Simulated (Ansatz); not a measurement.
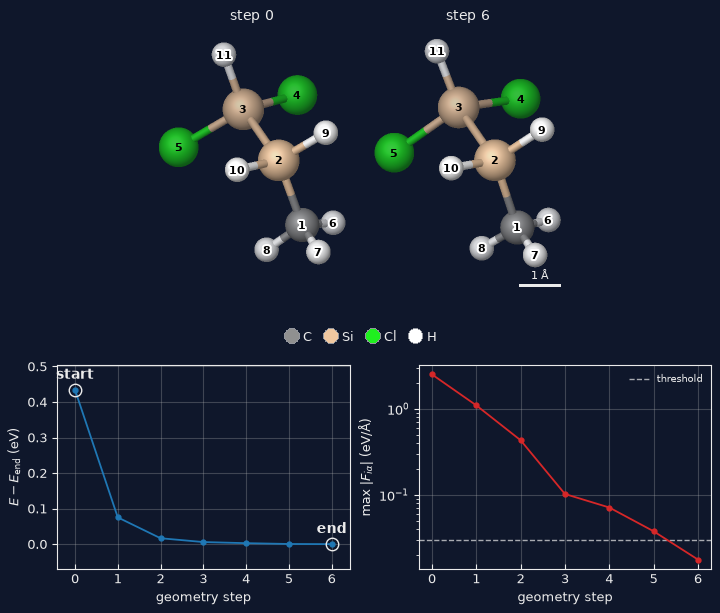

First and last geometry of a relaxation of CH6Cl2Si2 (coarse preliminary run), with the history of the run. Style: ball-and-stick. Shown from a free direction.

The start comes from a force field.

Method: Ansatz, RKS PBE-D4/def2-SVP.

Input file:
```yaml
crystal:
  periodic: [false, false, false]
  atoms:
    - {symbol: C, position_ang: [-1.035900, 0.603600, 1.118800]}
    - {symbol: Si, position_ang: [0.555300, -0.111400, 0.732100]}
    - {symbol: Si, position_ang: [0.673100, -0.579200, -1.520900]}
    - {symbol: Cl, position_ang: [-0.711200, -1.840900, -2.107200]}
    - {symbol: Cl, position_ang: [0.454500, 1.095700, -2.662900]}
    - {symbol: H, position_ang: [-1.905500, -0.011700, 0.846600]}
    - {symbol: H, position_ang: [-1.146000, 0.883200, 2.176700]}
    - {symbol: H, position_ang: [-1.192900, 1.598100, 0.546400]}
    - {symbol: H, position_ang: [0.734100, -1.329000, 1.586500]}
    - {symbol: H, position_ang: [1.643300, 0.829700, 1.169200]}
    - {symbol: H, position_ang: [1.996700, -1.194900, -1.864700]}
basis:
  gaussian: {orbitals: def2-SVP}
hamiltonian: {xc: pbe, dispersion: d4}
relax: {f_tol: 0.03, max_steps: 200}
```

Question: What do the curves and the structures tell?

Answer: It converged. The energy falls by 0.434 eV in 6 geometry steps. The largest force component goes from 2.5 to 0.018 eV/Å. The atom that moves furthest after the best rigid fit is Cl4 (0.20 Å). Largest moves by element: Cl 0.20 Å, H 0.17 Å, C 0.09 Å, Si 0.09 Å. Among the contacts that change: Si3–Cl4 1.963 → 2.091 Å, C1–Si2 1.787 → 1.890 Å, Si3–Cl5 2.039 → 2.091 Å, C1–H8 1.158 → 1.108 Å. Among the angles between lasting bonds that change: Si2–Si3–H11 110.6° → 119.1°, Si2–Si3–Cl4 112.7° → 107.0°, Si2–C1–H6 115.3° → 110.0°.

```tsv
step	E − E(0), eV	largest force component, eV/Å
0	0.0000	2.5220
1	-0.3590	1.1030
2	-0.4176	0.4338
3	-0.4283	0.1031
4	-0.4315	0.0718
5	-0.4338	0.0381
6	-0.4342	0.0179
```
